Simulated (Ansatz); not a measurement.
# GePHCl (quartet): correlated methods under varied settings

Aim: run GePHCl (quartet) at one geometry under a spread of methods and options, and see what each costs and gives.

Method: the settings change from run to run; program: Ansatz 0.2.0, Gaussian basis.

30 further runs of the same task are left out: 6 for a known fault of the program, 13 that didn't finish, 11 set aside as unsound or not needed. Runs told in other sessions of the task aren't counted.

### 1 The system

The geometry is a PBE0/def2-TZVP stationary point (not a proven minimum). No spin-orbit coupling is included. The filled d shell of Ge may be among the frozen orbitals whatever the setting's name suggests.

4 atoms, charge 0, spin multiplicity 4.

Atoms are counted from 1 here; the program's logs count them from 0.

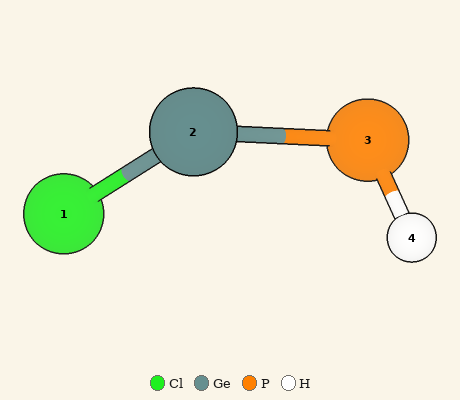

The geometry (chlorine green, germanium teal, phosphorus orange, hydrogen white); atoms are numbered from 1 in the order of the file.

Geometry (Å):

```xyz
4
ClGeHP
Cl    0.0151   -0.7249    1.7328
Ge    0.0102    0.6380    0.0335
P    -0.0841   -0.6454   -1.9884
H     1.3179   -0.6517   -2.2612
```

### 2 CCSD(T) on UHF/6-31G

in.yaml reads:

```yaml
crystal:
  periodic: [false, false, false]
  atoms:
    - {symbol: Cl, position_ang: [0.015099, -0.724902, 1.732758]}
    - {symbol: Ge, position_ang: [0.010213, 0.638031, 0.033528]}
    - {symbol: P, position_ang: [-0.084120, -0.645378, -1.988387]}
    - {symbol: H, position_ang: [1.317890, -0.651656, -2.261202]}
basis:
  gaussian: {orbitals: 6-31G}
magnetization: {spin_polarized: true, initial_magnetization: 3}
correlation: {method: ccsd_t, electrons: outside_noble_gas, diis_vectors: 4}
output: {forces: true}
```

Run with:

```bash
> ansatz run in.yaml --threads 1 --pin off --events-out ev --progress --plain --max-ram 2393MiB
```

Output, shortened:

```text
Functional definition: HF
  name "HF"
  cite "Fock, Z. Phys. 61, 126 (1930) doi:10.1007/BF01340294"
  parent pbe
[...]
563 factors; integrals over basis functions are off by at most 3.7e-4 eV
[...]
mean field -78252.87243745 eV, -2875.7400203744 hartree, gradient 2.3e-6 eV, S^2 3.785874; 0 other end points of the search recorded, 0 dependent functions left out
24 core orbitals not correlated: weight in the atoms' cores, before any rotation towards them, 0.998 or more for the frozen orbitals, at most 0.002 for the correlated occupied ones
reference -78252.87243745 eV, -2875.7400203744 hartree; 10, 7 occupied and 23, 26 virtual orbitals, 563 factors
second order -2.97292212 eV of doubles, -0.00000000 eV of singles
cycle   1  -3.41938784 eV  change   -4.5e-1 eV  update   8.0e-2
[...]
cycle  17  -3.70613531 eV  change   -3.8e-8 eV  update   6.3e-7
perturbative correction -0.08743120 eV, -0.0032130375 hartree
[...]
Total energy: -78256.66600397 eV, -2875.8794313724 hartree
Atom 0 at     0.015099    -0.724902     1.732758 Å, force    -0.000889    -1.292622     1.676064 eV/Å
Atom 1 at     0.010213     0.638031     0.033528 Å, force    -0.027638     1.938403    -0.577144 eV/Å
Atom 2 at    -0.084120    -0.645378    -1.988387 Å, force    -0.752488    -0.578088    -0.824944 eV/Å
Atom 3 at     1.317890    -0.651656    -2.261202 Å, force     0.781016    -0.067693    -0.273977 eV/Å
Dipole moment:     0.156141     0.271941    -0.602817 e Å
```

It took 7 s on 1 thread of Arm Neoverse V2, shared host.

From the report: ⟨S²⟩ of the determinant 3.786 (pure quartet: 3.75); correlation -3.7936 eV; T1 0.019; largest double amplitude 0.05.

### 3 CCSD on ROHF/6-31G

Edit in.yaml of step 2 so:

```diff
@@ -9,4 +9,3 @@
   gaussian: {orbitals: 6-31G}
-magnetization: {spin_polarized: true, initial_magnetization: 3}
-correlation: {method: ccsd_t, electrons: outside_noble_gas, diis_vectors: 4}
-output: {forces: true}
+magnetization: {spin_polarized: false, initial_magnetization: 3}
+correlation: {method: ccsd, electrons: valence}
```

Same command.

Output, shortened:

```text
Functional definition: HF
  name "HF"
  cite "Fock, Z. Phys. 61, 126 (1930) doi:10.1007/BF01340294"
  parent pbe
[...]
563 factors; integrals over basis functions are off by at most 3.7e-4 eV
[...]
mean field -78252.70085204 eV, -2875.7337147268 hartree, gradient 1.1e-6 eV, S^2 3.750000; 1 other end points of the search recorded, 0 dependent functions left out
[...]
determinant -78252.70085204 eV, -2875.7337147268 hartree, with singles and doubles -78260.47772927 eV, -2876.0195096935 hartree
determinant -78249.54084631 eV, -2875.6175866582 hartree, with singles and doubles -78257.44590961 eV, -2875.9080923762 hartree
19 core orbitals not correlated: weight in the atoms' cores, before any rotation towards them, 1.000 or more for the frozen orbitals, at most 0.000 for the correlated occupied ones
reference -78252.70085204 eV, -2875.7337147268 hartree; 15, 12 occupied and 23, 26 virtual orbitals, 563 factors
second order -7.33110022 eV of doubles, -0.08002691 eV of singles
cycle   1  -7.77486583 eV  change    2.0e-3 eV  update   2.0e-3
[...]
cycle   8  -7.77586404 eV  change    4.6e-6 eV  update   1.1e-5
Total energy: -78260.47671608 eV, -2876.0194724597 hartree
```

Run time: 4.6 s. Hardware: 1 thread of Arm Neoverse V2, shared host.

From the report: correlation -7.7759 eV; T1 0.021; largest double amplitude 0.06.

### 4 BCCD on ROHF/STO-3G

Edit in.yaml of step 3 so:

```diff
@@ -8,4 +8,6 @@
 basis:
-  gaussian: {orbitals: 6-31G}
+  gaussian: {orbitals: STO-3G}
 magnetization: {spin_polarized: false, initial_magnetization: 3}
-correlation: {method: ccsd, electrons: valence}
+correlation: {method: bccd, electrons: all}
+scf: {lower_state_search: full}
+output: {forces: true}
```

The command is unchanged.

Output, shortened:

```text
Functional definition: HF
  name "HF"
  cite "Fock, Z. Phys. 61, 126 (1930) doi:10.1007/BF01340294"
  parent pbe
[...]
379 factors; integrals over basis functions are off by at most 3.6e-5 eV
[...]
mean field -77383.74938673 eV, -2843.8003373731 hartree, gradient 4.0e-6 eV, S^2 3.750000; 6 other end points of the search recorded, 0 dependent functions left out
reference -77383.74938673 eV, -2843.8003373731 hartree; 34, 31 occupied and 3, 6 virtual orbitals, 379 factors
second order -1.19672800 eV of doubles, -0.04369219 eV of singles
cycle   1  -1.58087326 eV  change   -3.4e-1 eV  update   6.5e-2
[...]
cycle  15  -1.79892986 eV  change   -8.9e-7 eV  update   1.5e-6
[...]
Total energy: -77385.54831659 eV, -2843.8664468260 hartree
Atom 0 at     0.015099    -0.724902     1.732758 Å, force    -0.016691     0.000340    -0.018561 eV/Å
Atom 1 at     0.010213     0.638031     0.033528 Å, force     0.104702    -0.315878    -0.522193 eV/Å
Atom 2 at    -0.084120    -0.645378    -1.988387 Å, force    -0.092443     0.197535     0.398471 eV/Å
Atom 3 at     1.317890    -0.651656    -2.261202 Å, force     0.004432     0.118003     0.142283 eV/Å
Dipole moment:     0.053906     0.315808    -0.712614 e Å
```

Run time: 19 s. Hardware: 1 thread of Arm Neoverse V2, shared host; peak memory 0.38 GiB.

From the report: correlation -1.7989 eV; largest double amplitude 0.08.

### 5 CASSCF(3,5)/6-31G

Edit in.yaml of step 4 so:

```diff
@@ -8,6 +8,5 @@
 basis:
-  gaussian: {orbitals: STO-3G}
+  gaussian: {orbitals: 6-31G}
 magnetization: {spin_polarized: false, initial_magnetization: 3}
-correlation: {method: bccd, electrons: all}
-scf: {lower_state_search: full}
-output: {forces: true}
+correlation: {active_space: {window: {electrons: 3, orbitals: 5}}}
+accuracy: high
```

The command is unchanged.

Output:

```text
Functional definition: HF
  name "HF"
  cite "Fock, Z. Phys. 61, 126 (1930) doi:10.1007/BF01340294"
  parent pbe
  exchange = exact_x
  correlation = 0
1056 factors; integrals over basis functions are off by at most 4.3e-9 eV
mean field evaluation 1: about -78251.4711 eV, gradient 1.2e1 eV
mean field evaluation 2: about -78251.5718 eV, gradient 1.2e1 eV
mean field evaluation 4: about -78252.6479 eV, gradient 1.5e0 eV
mean field evaluation 8: about -78252.6855 eV, gradient 3.6e-1 eV
mean field evaluation 16: about -78252.7017 eV, gradient 1.1e-6 eV
mean field -78252.70171719 eV, -2875.7337465205 hartree, gradient 8.3e-9 eV, S^2 3.750000; 0 other end points of the search recorded, 0 dependent functions left out
reference -78252.70171719 eV, -2875.7337465205 hartree; 34, 31 occupied and 23, 26 virtual orbitals, 1056 factors
state -78252.73283139 eV, -2875.7348899462 hartree
Total energy: -78252.73283139 eV, -2875.7348899462 hartree
```

Run time: 4.4 s. Hardware: 1 thread of Arm Neoverse V2, shared host.

From the report: 10 determinants; active occupations 1.00, 1.00, 1.00, 0.00, 0.00.

### 6 MP2 on UHF/STO-3G

Edit in.yaml of step 5 so:

```diff
@@ -8,5 +8,6 @@
 basis:
-  gaussian: {orbitals: 6-31G}
-magnetization: {spin_polarized: false, initial_magnetization: 3}
-correlation: {active_space: {window: {electrons: 3, orbitals: 5}}}
+  gaussian: {orbitals: STO-3G}
+magnetization: {spin_polarized: true, initial_magnetization: 3}
+correlation: {method: mp2, electrons: valence}
 accuracy: high
+scf: {lower_state_search: light}
```

The command is unchanged.

Output:

```text
Functional definition: HF
  name "HF"
  cite "Fock, Z. Phys. 61, 126 (1930) doi:10.1007/BF01340294"
  parent pbe
  exchange = exact_x
  correlation = 0
589 factors; integrals over basis functions are off by at most 7.0e-9 eV
mean field evaluation 1: about -77382.6746 eV, gradient 7.5e0 eV
mean field evaluation 2: about -77382.7346 eV, gradient 7.5e0 eV
mean field evaluation 4: about -77383.7908 eV, gradient 1.2e0 eV
mean field evaluation 8: about -77383.8622 eV, gradient 7.2e-3 eV
mean field -77383.86156254 eV, -2843.8044597580 hartree, gradient 8.3e-8 eV, S^2 3.775503; 0 other end points of the search recorded, 0 dependent functions left out
19 core orbitals not correlated: weight in the atoms' cores, before any rotation towards them, 1.000 or more for the frozen orbitals, at most 0.000 for the correlated occupied ones
reference -77383.86156254 eV, -2843.8044597580 hartree; 15, 12 occupied and 3, 6 virtual orbitals, 589 factors
second order -1.09104064 eV of doubles, -0.00000000 eV of singles
Total energy: -77384.95260318 eV, -2843.8445547621 hartree
```

It took 0.45 s on 1 thread of Arm Neoverse V2, shared host.

From the report: ⟨S²⟩ of the determinant 3.776 (pure quartet: 3.75).

### 7 The runs in one table

```csv
level,correlated,functions,energy (eV),time
CCSD(T) on UHF/6-31G,outside noble gas,57,-78256.6660,7 s
CCSD on ROHF/6-31G,valence,57,-78260.4767,4.6 s
BCCD on ROHF/STO-3G,all,37,-77385.5483,19 s
"CASSCF(3,5)/6-31G",,57,-78252.7328,4.4 s
MP2 on UHF/STO-3G,valence,37,-77384.9526,0.45 s
```

### 8 Outcome

```
quantity                      value
    runs                          5
quickest  MP2 on UHF/STO-3G, 0.45 s
 slowest  BCCD on ROHF/STO-3G, 19 s
```

Total energies in different bases, with other cores or another treatment of relativity can't be set against each other. «valence» and «outside noble gas» are the program's key words; the logs give how many orbitals each freezes, and for Ga to Kr the 3d shell needn't follow the word's plain sense. BCCD on ROHF/STO-3G took 42 times as long as MP2 on UHF/STO-3G; the jobs differ in more than the method.
